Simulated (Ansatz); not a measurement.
**Convergence study of the plane-wave cutoff for BePd (P4mm, 2 atoms in the cell)**

```
CELL_PARAMETERS angstrom
      2.80321     0.00000     0.00000
      0.00000     2.80321     0.00000
      0.00000     0.00000     2.80321
ATOMIC_POSITIONS crystal
  Be 0.00000 0.00000 0.01784
  Pd 0.50000 0.50000 0.50000
```

Method: PBEsol, default PAW files made with PBE (plane waves; Ansatz, a quantum-chemistry and plane-wave program).

Base settings: basis.ecutwfc = 420 eV; kpoints.mp_grid.grid = 12 12 12; hamiltonian.xc = pbesol; hamiltonian.pseudopotentials = {kind: paw} (the program's default PAW files); scf.occupations.method = fermi_dirac; scf.occupations.width = 0.1 eV.

The second cell is the first with its lattice scaled by 0.98.

The mesh stays at the base's, so the ladder's end is converged at best in this setting alone.

The first pressure column holds Ansatz's estimate of the finite-basis (Pulay) stress, which hides part of the cutoff error; the other is without it.

Only quantities that move along the ladder and can be compared are tabulated.

The count of work is k-points × plane waves × bands × iterations; it is no time. 

The starting cell comes from a database of computed structures (which also holds hypothetical and non-ambient phases and stackings), without a prior relaxation at this level. Its lattice was rescaled by up to half a per cent. One atom was moved a little off its site on purpose. Spin polarisation is off.

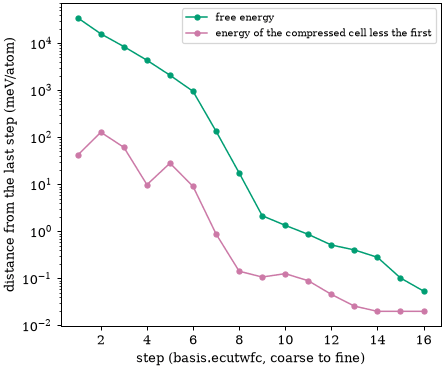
Figure. Distance from the last step along the ladder; very small values are drawn at a floor.

```csv
basis.ecutwfc,free energy less the last step's (meV/atom),energy of the compressed cell less the first (meV/atom),pressure (GPa),pressure without the Pulay estimate (GPa),largest difference of a force vector from the last step's (eV/Å),count of work / last
145 eV,34551.69,-20.74,-3.91,-1531.43,0.333,0.069
170 eV,15830.37,-106.79,-48.36,-855.71,0.039,0.069
190 eV,8475.13,-39.91,-23.93,-523.26,0.145,0.091
210 eV,4348.74,11.43,5.87,-306.31,0.099,0.093
230 eV,2084.83,49.47,8.76,-169.62,0.036,0.11
250 eV,948.92,30.29,2.94,-90.26,0.001,0.13
295 eV,134.32,22.13,-0.91,-18.76,0.008,0.16
335 eV,17.52,21.40,-0.86,-3.96,0.002,0.19
380 eV,2.16,21.36,-0.84,-1.04,0.000,0.23
420 eV,1.35,21.38,-0.83,-0.87,0.000,0.28
460 eV,0.86,21.34,-0.84,-0.89,0.000,0.31
505 eV,0.51,21.30,-0.85,-0.86,0.000,0.37
565 eV,0.40,21.28,-0.85,-0.85,0.000,0.44
630 eV,0.28,21.27,-0.85,-0.86,0.000,0.48
735 eV,0.10,21.26,-0.85,-0.86,0.000,0.65
840 eV,0.05,21.25,-0.85,-0.86,0.000,0.77
1010 eV,0.00,21.25,-0.85,-0.86,0.000,1.0
```

Coarsest basis.ecutwfc that holds the pressure without the Pulay estimate within 0.1 GPa of the last step, with all finer ones: 420 eV, at 0.28 of the last step's count of work; the step before is off by 0.19 GPa.

Coarsest basis.ecutwfc that holds the forces within 0.01 eV/Å of the last step, with all finer ones: 250 eV, at 0.13 of the last step's count of work; the step before is off by 0.036 eV/Å.

Coarsest basis.ecutwfc that holds the free energy within 5 meV/atom of the last step, with all finer ones: 380 eV, at 0.23 of the last step's count of work; the step before is off by 18 meV/atom.

The energy difference between the two cells stays within 1 meV/atom of the last step's from 295 eV on, the total only from 460 eV on: much of the error is common to both cells and cancels.

At the lowest cutoff the pressure without the Pulay estimate lies 1530 GPa under the last step's, the usual sign of Pulay stress in an incomplete plane-wave basis.

Keys are those of Ansatz 0.2.
